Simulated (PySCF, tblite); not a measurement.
# C₆H₈NO radical: geometry, infrared bands and EPR parameters

What infrared bands and EPR parameters should C₆H₈NO radical (`[CH2]C#C[C@@H](C)NC=O`) show?

Programs: tblite 0.8.0 and PySCF 2.14.0, with density-fitted response routines of our own. Each step states its level of theory. These are calculated values for one molecule in the gas phase, unless marked as measured. Atoms are numbered from 0 throughout.

## (1) Starting geometry

16 atoms, charge 0, multiplicity 2; geometry from: force field or distance geometry start.

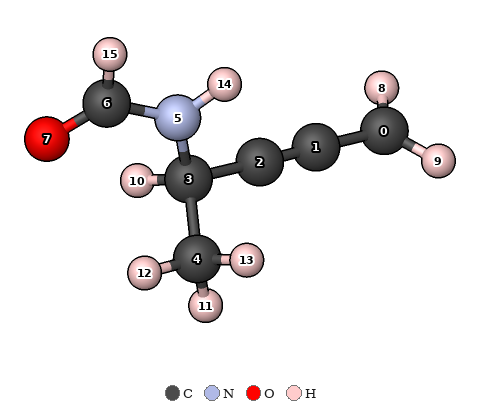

As it starts; carbon dark grey, nitrogen light blue, oxygen red, hydrogen pink, atoms numbered; sticks join atoms by distance.

## (2) Relaxing the molecule with GFN2-xTB

The job: settings as JSON, then the geometry in Å.

```
{"job": {"kind": "relax", "xc": "GFN2-xTB", "basis": "xTB"}, "charge": 0, "multiplicity": 2}
C      3.343300     1.240800     0.562500
C      2.059700     0.735300     0.203300
C      0.995700     0.291200    -0.082700
C     -0.336100    -0.230300    -0.463100
C     -0.421600    -1.727700    -0.116600
N     -1.358000     0.509900     0.251500
C     -2.647700     0.564500    -0.184800
O     -3.082800     0.009300    -1.171000
H      3.699600     2.157600     0.114600
H      3.955800     0.713600     1.276500
H     -0.500700    -0.106200    -1.532400
H      0.351600    -2.294300    -0.650800
H     -1.398200    -2.138400    -0.400900
H     -0.286900    -1.905800     0.947400
H     -1.098400     1.011400     1.100900
H     -3.283000     1.177800     0.493200
```

Started as:

```bash
$ OMP_NUM_THREADS=1 python probes_run.py task.json out
```

One launch serves the whole session: the jobs run in the order shown.

The program printed:

```text
step      E/eV     max force
  0    -647.07443    5.640
  1    -646.85307    7.725
  2    -647.25343    1.044
  3    -647.26714    0.413
  4    -647.27328    0.341
  5    -647.27902    0.131
  6    -647.28073    0.146
  7    -647.28369    0.125
  8    -647.28517    0.116
  9    -647.28615    0.077
 10    -647.28684    0.060
 11    -647.28737    0.048
 12    -647.28772    0.045
 13    -647.28804    0.042
 14    -647.28840    0.052
 15    -647.28880    0.046
 16    -647.28927    0.056
 17    -647.28975    0.051
 18    -647.29014    0.040
 19    -647.29040    0.035
 20    -647.29059    0.040
 21    -647.29079    0.046
 22    -647.29106    0.051
 23    -647.29142    0.053
 24    -647.29185    0.060
 25    -647.29232    0.070
 26    -647.29285    0.058
 27    -647.29338    0.050
 28    -647.29384    0.048
 29    -647.29428    0.057
 30    -647.29482    0.070
 31    -647.29559    0.074
 32    -647.29660    0.099
 33    -647.29767    0.093
 34    -647.29864    0.064
 35    -647.29949    0.071
 36    -647.30027    0.061
 37    -647.30072    0.113
 38    -647.30137    0.142
 39    -647.30195    0.079
 40    -647.30351    0.078
 41    -647.30407    0.089
 42    -647.30456    0.068
 43    -647.30487    0.054
 44    -647.30547    0.068
 45    -647.30648    0.118
 46    -647.30712    0.184
 47    -647.30904    0.141
 48    -647.31030    0.129
 49    -647.31191    0.109
 50    -647.31293    0.100
 51    -647.31389    0.078
 52    -647.31487    0.087
 53    -647.31532    0.063
 54    -647.31612    0.064
 55    -647.31655    0.067
 56    -647.31686    0.054
 57    -647.31711    0.040
 58    -647.31748    0.040
 59    -647.31786    0.038
 60    -647.31817    0.044
 61    -647.31837    0.042
 62    -647.31853    0.041
 63    -647.31875    0.041
 64    -647.31903    0.041
 65    -647.31932    0.045
 66    -647.31956    0.044
 67    -647.31979    0.036
 68    -647.32008    0.042
 69    -647.32036    0.042
 70    -647.32053    0.025
 71    -647.32061    0.021
 72    -647.32067    0.021
 73    -647.32077    0.021
 74    -647.32087    0.027
 75    -647.32100    0.030
 76    -647.32118    0.038
 77    -647.32145    0.039
 78    -647.32175    0.045
 79    -647.32196    0.037
 80    -647.32209    0.030
 81    -647.32218    0.030
 82    -647.32230    0.024
 83    -647.32246    0.020
 84    -647.32249    0.011
 85    -647.32251    0.011
 86    -647.32252    0.009
```

Wall time 0.42 s (1 thread of AMD EPYC 9B14, shared host); peak memory 0.18 GiB.

Relaxation path: (not every step is listed) (the energy doesn't fall at every step)

| step | energy from step 0 (eV) | largest force (eV/Å) |
| --- | --- | --- |
| 0 | 0.0000 | 5.6397 |
| 1 | 0.2214 | 7.7246 |
| 2 | -0.1790 | 1.0439 |
| 3 | -0.1927 | 0.4129 |
| 4 | -0.1988 | 0.3410 |
| 5 | -0.2046 | 0.1307 |
| 6 | -0.2063 | 0.1457 |
| 7 | -0.2093 | 0.1247 |
| 8 | -0.2107 | 0.1156 |
| 15 | -0.2144 | 0.0462 |
| 22 | -0.2166 | 0.0507 |
| 29 | -0.2198 | 0.0569 |
| 36 | -0.2258 | 0.0614 |
| 43 | -0.2304 | 0.0538 |
| 50 | -0.2385 | 0.0997 |
| 57 | -0.2427 | 0.0398 |
| 64 | -0.2446 | 0.0414 |
| 71 | -0.2462 | 0.0214 |
| 78 | -0.2473 | 0.0450 |
| 81 | -0.2477 | 0.0299 |
| 82 | -0.2479 | 0.0240 |
| 83 | -0.2480 | 0.0205 |
| 84 | -0.2481 | 0.0110 |
| 85 | -0.2481 | 0.0110 |
| 86 | -0.2481 | 0.0091 |

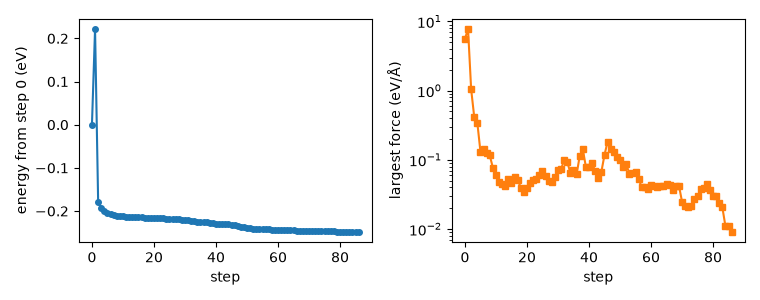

Energy and force, step by step.

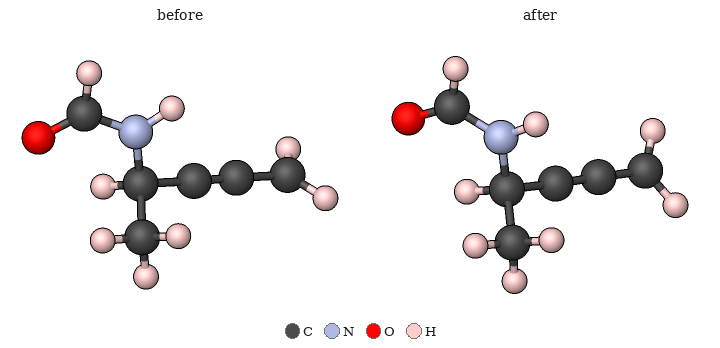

The geometry before (left) and after (right).

Distances of close pairs at the start and the end, largest changes first:

| bond | before (Å) | after (Å) | change (Å) |
| --- | --- | --- | --- |
| C0–C1 | 1.426 | 1.350 | -0.076 |
| C1–C2 | 1.188 | 1.223 | +0.035 |
| C2–C3 | 1.480 | 1.446 | -0.034 |
| N5–C6 | 1.363 | 1.343 | -0.019 |
| N5–H14 | 1.020 | 1.008 | -0.012 |
| C3–H10 | 1.089 | 1.100 | +0.011 |
| C4–H11 | 1.097 | 1.087 | -0.011 |
| C3–N5 | 1.450 | 1.460 | +0.010 |

The final coordinates are the input of the step that follows.

## (3) Vibrational analysis with GFN2-xTB

The job: settings as JSON, then the geometry in Å.

```
{"job": {"kind": "ir", "xc": "GFN2-xTB", "basis": "xTB"}, "charge": 0, "multiplicity": 2}
C      3.181716     1.321196     0.457682
C      1.996459     0.746215     0.164431
C      0.932283     0.218545    -0.128383
C     -0.356098    -0.386217    -0.385754
C     -0.368139    -1.865533     0.015420
N     -1.402135     0.349669     0.318424
C     -2.472122     0.854868    -0.317717
O     -2.692422     0.754136    -1.498342
H      3.288757     2.390647     0.447773
H      4.037584     0.720326     0.706351
H     -0.607853    -0.289669    -1.452374
H      0.379905    -2.409327    -0.555095
H     -1.347227    -2.293502    -0.185125
H     -0.143385    -1.972854     1.074962
H     -1.281984     0.486723     1.309395
H     -3.152938     1.383722     0.375988
```

The program printed:

```text
mode    cm-1     km/mol
  1      32.8      6.24
  2      70.5      2.55
  3      92.2      3.08
  4     117.8      3.31
  5     190.4      6.48
  6     215.6     17.04
  7     224.9     24.59
  8     270.3      3.18
  9     332.3      2.85
 10     381.7     14.16
 11     450.1      7.18
 12     489.6     29.09
 13     508.6     38.53
 14     657.4     38.01
 15     693.9     10.40
 16     823.1      5.08
 17     910.5      0.56
 18     924.8      6.06
 19     953.3      2.34
 20    1034.0     10.82
 21    1080.3      4.40
 22    1099.9     38.13
 23    1173.0     14.04
 24    1229.8     29.04
 25    1246.7     17.91
 26    1319.6      4.53
 27    1370.4      6.11
 28    1395.5     37.26
 29    1402.8    117.10
 30    1418.4      3.68
 31    1484.4      4.61
 32    1487.7      2.52
 33    1767.5    608.40
 34    2194.7      3.10
 35    2766.0    173.96
 36    2876.4      7.50
 37    3032.8     26.19
 38    3045.6     22.68
 39    3053.6     16.50
 40    3107.3      7.71
 41    3133.6     16.25
 42    3458.8      5.34
```

Wall time 0.39 s (1 thread of AMD EPYC 9B14, shared host); peak memory 0.18 GiB.

Which atoms move in the most intense modes:

| cm⁻¹ | km/mol | atoms |
| --- | --- | --- |
| 490 | 29.1 | C2 30 %, C4 20 %, N5 15 %, C3 14 % |
| 509 | 38.5 | H14 82 % |
| 657 | 38.0 | H8 38 %, H9 38 %, C0 22 % |
| 1100 | 38.1 | C3 22 %, H11 18 %, N5 13 %, C4 11 % |
| 1396 | 37.3 | H11 23 %, H12 22 %, H13 20 %, C4 15 % |
| 1403 | 117.1 | N5 25 %, H14 18 %, C6 14 % |
| 1768 | 608.4 | C6 63 %, O7 34 % |
| 2766 | 174.0 | H15 94 % |

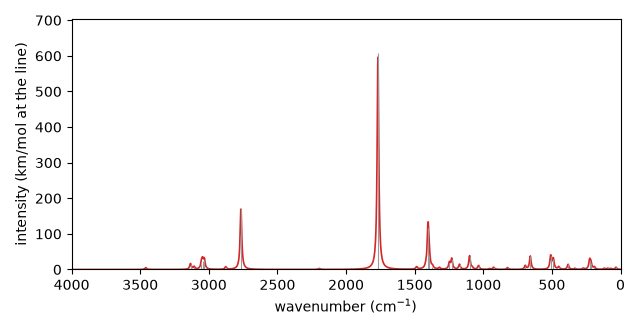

The infrared spectrum from these modes, unscaled. Lines are broadened to a width of 14 cm⁻¹ (Lorentzian).

## (4) g tensor and hyperfine couplings: B3LYP/pcH-1

The job, as its differences from that of step 3:

```diff
@@ -1,2 +1,2 @@
-{"job": {"kind": "ir", "xc": "GFN2-xTB", "basis": "xTB"}, "charge": 0, "multiplicity": 2}
+{"job": {"kind": "epr", "basis": "pcH-1"}, "charge": 0, "multiplicity": 2}
 C      3.181716     1.321196     0.457682
```

Level: UKS B3LYP, pcH-1 on C H N O, non-relativistic, mean-field spin-orbit, GIAO.

The program printed:

```text
UKS, coarse grid
  cycle   1  E = -363.18581548  |g| = 6.59e-01
  cycle   2  E = -362.25771428  |g| = 1.59e+00
  cycle   3  E = -363.33797782  |g| = 2.19e-01
  cycle   4  E = -363.35831775  |g| = 9.36e-02
  cycle   5  E = -363.36169374  |g| = 3.21e-02
  cycle   6  E = -363.36213244  |g| = 9.27e-03
  cycle   7  E = -363.36217726  |g| = 5.07e-03
  cycle   8  E = -363.36219145  |g| = 3.26e-03
  cycle   9  E = -363.36220010  |g| = 1.46e-03
  cycle  10  E = -363.36220203  |g| = 4.66e-04
UKS, final grid
  cycle   1  E = -363.36219706  |g| = 6.75e-04
  cycle   2  E = -363.36219656  |g| = 1.37e-03
  cycle   3  E = -363.36219734  |g| = 1.60e-04
  cycle   4  E = -363.36219736  |g| = 8.86e-05
  cycle   5  E = -363.36219739  |g| = 3.91e-05
  cycle   6  E = -363.36219739  |g| = 7.87e-06
E = -363.36219739 Eh   <S^2> = 0.7684 (exact 0.7500)
g shifts (ppm)      1          2          3
  rmc          -146       -146       -146
  gc              2         27         38
  oz_so          13        597        937
  total        -131        479        830
hyperfine (MHz)  atom isotope    a_iso     a_fc   dipolar eigenvalues
    0   13C      62.48      62.48    -59.90    -58.87    118.76
    1   13C     -64.15     -64.15    -20.36     -1.88     22.24
    2   13C      47.23      47.23    -45.55    -34.34     79.89
    3   13C     -16.37     -16.37     -0.92      0.10      0.82
    4   13C       8.47       8.47     -1.05     -0.70      1.75
    5   14N       8.42       8.42     -1.06     -0.98      2.03
    6   13C      -0.81      -0.81     -0.37     -0.27      0.64
    7   17O      -1.26      -1.26     -3.39      1.49      1.90
    8    1H     -52.11     -52.11    -27.86     -0.76     28.62
    9    1H     -52.11     -52.11    -27.85     -0.75     28.60
   10    1H      66.73      66.73     -3.67     -1.57      5.23
   11    1H      -0.44      -0.44     -1.88     -1.50      3.38
   12    1H      -0.61      -0.61     -1.16     -1.05      2.22
   13    1H      -1.18      -1.18     -2.14     -1.40      3.54
   14    1H      -1.05      -1.05     -3.15     -1.12      4.27
   15    1H       4.41       4.41     -0.75     -0.54      1.29
```

Run time: 49 s. Hardware: 1 thread of AMD EPYC 9B14, shared host; peak memory 0.97 GiB.

Principal g values 2.00219, 2.00280, 2.00315; g(iso) = 2.00271, against 2.00232 for a free electron.

Mean a(iso) over the nuclei that a row names, and the largest dipolar term of the row (other rows stand at the frozen geometry):

| nuclei | isotope | a(iso) (MHz) | a(iso) (G, at g = 2.0023) | largest dipolar term (MHz) |
| --- | --- | --- | --- | --- |
| H10 | 1H | 66.7 | 23.8 | 5.2 |
| C1 | 13C | -64.2 | -22.9 | 22.2 |
| C0 | 13C | 62.5 | 22.3 | 118.8 |
| H8, H9 | 1H | -52.1 | -18.6 | 28.6 |
| C2 | 13C | 47.2 | 16.9 | 79.9 |
| C3 | 13C | -16.4 | -5.8 | -0.9 |
| C4 | 13C | 8.5 | 3.0 | 1.8 |
| N5 | 14N | 8.4 | 3.0 | 2.0 |
| H15 | 1H | 4.4 | 1.6 | 1.3 |
| O7 | 17O | -1.3 | -0.4 | -3.4 |
| H14 | 1H | -1.0 | -0.4 | 4.3 |
| C6 | 13C | -0.8 | -0.3 | 0.6 |
| H11, H12, H13 | 1H | -0.7 | -0.3 | 3.5 |

Mulliken spin populations:

C0 0.78; C1 -0.26; C2 0.53; C3 -0.04; C4 0.00; N5 0.01; C6 0.00; O7 0.01; H8 -0.04; H9 -0.04; H10 0.03; H11 0.00; H12 0.00; H13 0.00; H14 0.00; H15 0.00

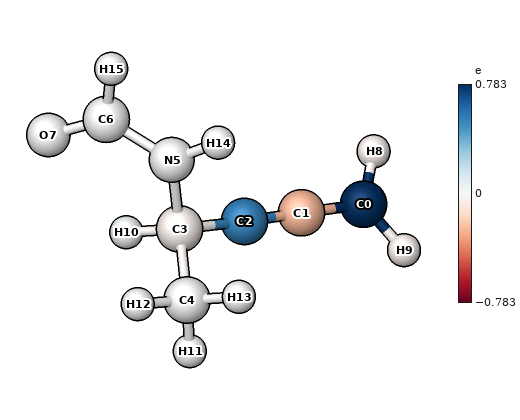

Mulliken spin populations, as colours on the atoms.

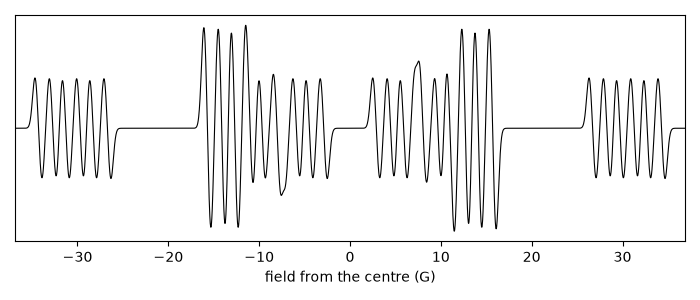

First-order isotropic spectrum (first derivative, main isotopes with spin only, couplings over 0.8 MHz, Gaussian width 0.3 G; couplings of the frozen geometry, rotation of groups not averaged beyond the rows shown).

The fields below are evaluated on a grid from the run's orbitals.

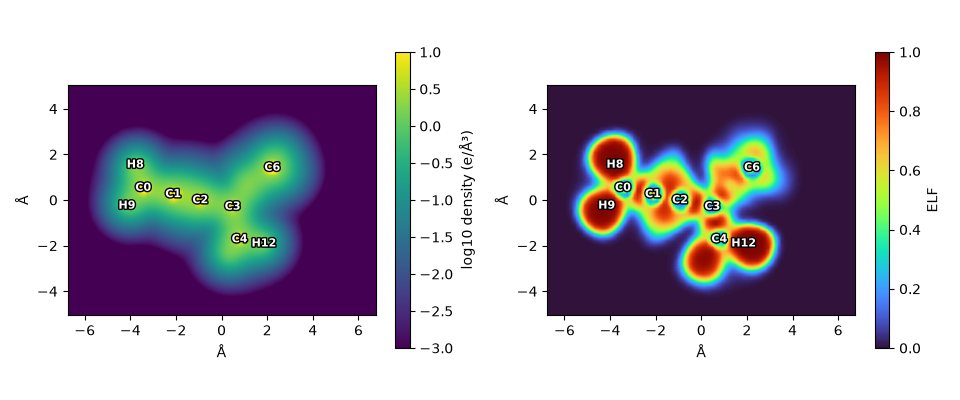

Density (left) and ELF (right) in a plane through or near 9 of the atoms.

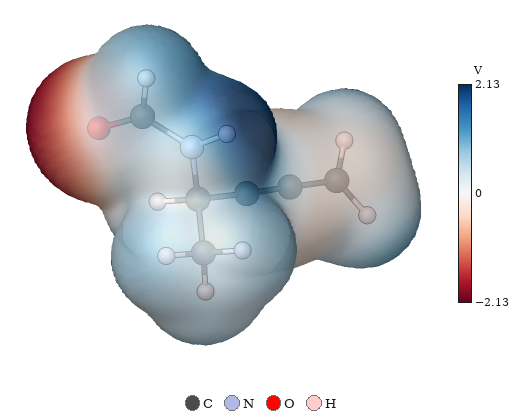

The potential that a unit positive charge feels on the 0.002 e/bohr³ surface, from -1.93 V near O7 to 2.13 V near H14.

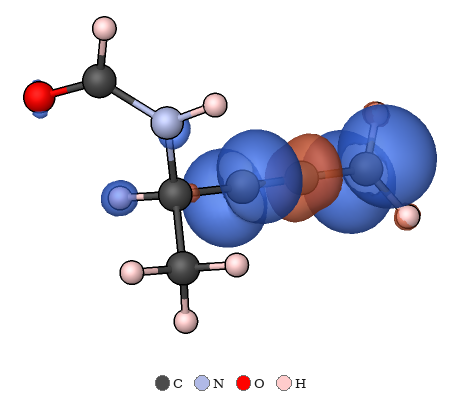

Spin density at ±0.03 e/Å³ (alpha excess blue, beta excess red).

## (5) Outcome

```
                                                                  quantity                  value
                                 strongest single infrared mode (GFN2-xTB)  1768 cm⁻¹, 608 km/mol
                                              zero-point energy (GFN2-xTB)          76.5 kcal/mol
                                                            g(iso) (B3LYP)                2.00271
                                                                      ⟨S²⟩     0.768 (exact 0.75)
                                        largest a(iso) (averaged by class)    1H on H10, 66.7 MHz
potential on the surface of density 0.002 e/bohr³, 1st and 99th percentile     -1.93 V and 2.13 V
```

Relaxing lowered the energy by 0.248 eV in 86 steps; the close pair that moved most is C0–C1, from 1.426 to 1.350 Å. No mode is imaginary among the 42: a minimum at this level. The strongest single mode, at 1768 cm⁻¹, moves mainly C6 and O7. GFN2-xTB is a fitted tight-binding method: band positions and strengths are rough. Its intensities can rank the bands wrongly. The largest share of the spin, 0.78 e, sits on C0. The isotropic g lies 0.4 ppt above the free-electron value. The conformer search found further structures of the same energy, which may be mirror or relabelled copies of this one.
